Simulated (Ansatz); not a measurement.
## Electronic structure of C₃H₁₀BFSi in real space

Input

```
crystal:
  periodic: [false, false, false]
  atoms:
    - { symbol: B, position_ang: [1.0921, -2.4875, 0.1682] }
    - { symbol: C, position_ang: [0.5454, -0.9965, 0.5954] }
    - { symbol: F, position_ang: [1.3252, -0.5434, 1.6115] }
    - { symbol: C, position_ang: [0.6807, -0.0049, -0.5916] }
    - { symbol: C, position_ang: [-0.08397, -0.497, -1.83445] }
    - { symbol: Si, position_ang: [0.61261, -2.02394, -2.69081] }
    - { symbol: H, position_ang: [2.1681, -2.5937, -0.2494] }
    - { symbol: H, position_ang: [0.3542, -3.352, 0.2342] }
    - { symbol: H, position_ang: [-0.4876, -1.0695, 1.0114] }
    - { symbol: H, position_ang: [0.37113, 0.94677, -0.32527] }
    - { symbol: H, position_ang: [1.787, -0.02201, -0.8928] }
    - { symbol: H, position_ang: [-0.12628, 0.31645, -2.57295] }
    - { symbol: H, position_ang: [-1.13353, -0.73506, -1.59796] }
    - { symbol: H, position_ang: [2.02824, -1.81309, -3.01811] }
    - { symbol: H, position_ang: [-0.11925, -2.29476, -3.90289] }
    - { symbol: H, position_ang: [0.47379, -3.20246, -1.81595] }
basis:
  gaussian: { orbitals: def2-SVP }
hamiltonian:
  xc: pbe0
  dispersion: d4
relax:
  f_tol: 0.015
  max_steps: 40
output:
  orbitals: {}
```

Run with:

```sh
ansatz run input.yaml --threads 2 --pin off --max-ram 3072MiB --backend cpu --events-out ev --progress --plain --runs-dir out
```

The fields are those of the relaxed geometry.

Level of theory: RKS PBE0-D4/def2-SVP (Ansatz 0.2.0).

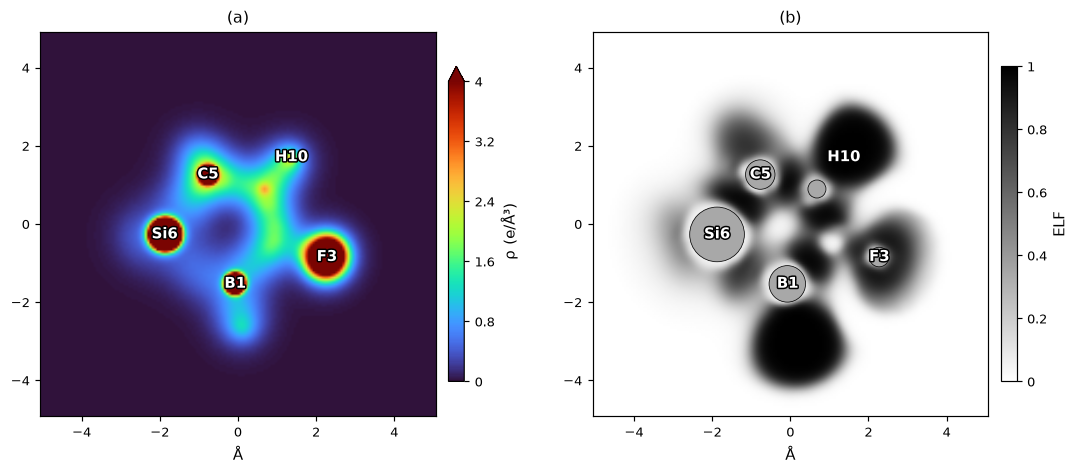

Figure 1. (a) total electron density; (b) electron localisation function on the plane of atoms B1, Si6 and C5. Grey discs cover the atomic cores in the ELF map.

What do the fields say about this system?

Answer. The plane passes through B, F, C, Si and H nuclei.
C–Si (1.89 Å): ρ is about 0.95 e/Å³ halfway; the ELF peaks at about 0.95 between the atoms (a covalent bond).
Si–B (2.20 Å): ρ at the midpoint is about 0.48 e/Å³; the ELF peaks at about 0.70 between the atoms.
The ELF also peaks beside F3, away from the bonds: lone-pair regions.

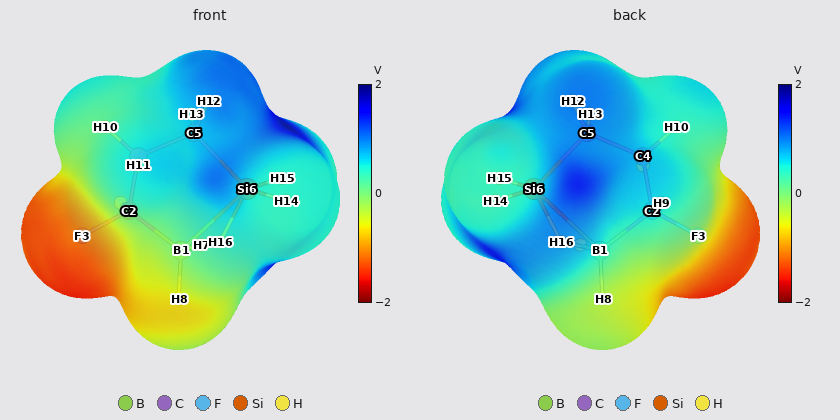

Figure 2. The electrostatic potential painted on the density surface at 0.002 e/bohr³, seen from the front and from behind; the colour scale runs from red (negative) to blue (positive).

Describe the electrostatic potential map.

Answer. The most negative region (about −1.5 V, or −35 kcal/mol for a unit charge) lies over F3, the most positive (about +1.7 V, or +39 kcal/mol for a unit charge) over Si6.

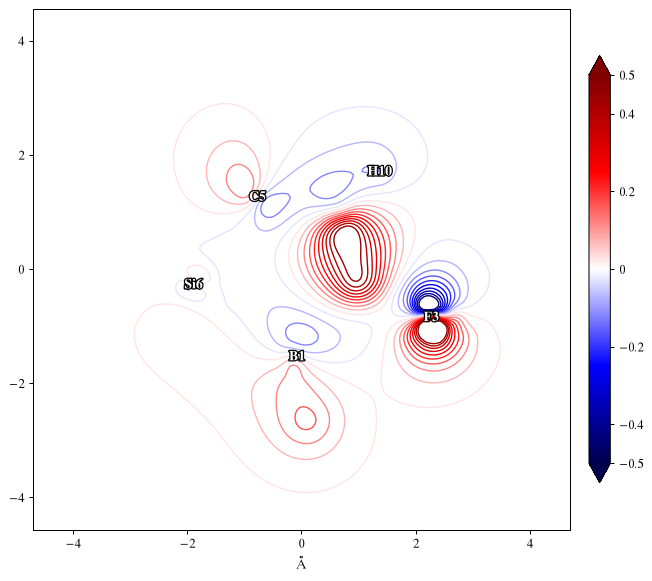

Figure 3. The HOMO−1 on the plane of atoms B1, Si6 and C5 (values in Å⁻³ᐟ²; the overall sign is arbitrary).

Where does this orbital lie, and at what energy?

Answer. It lies mainly on F3 (about 20 %), C2 (about 15 %), C4 (about 15 %), B1 (about 10 %), H7 (about 10 %) and H9 (about 5 %). Its energy is −8.66 eV.
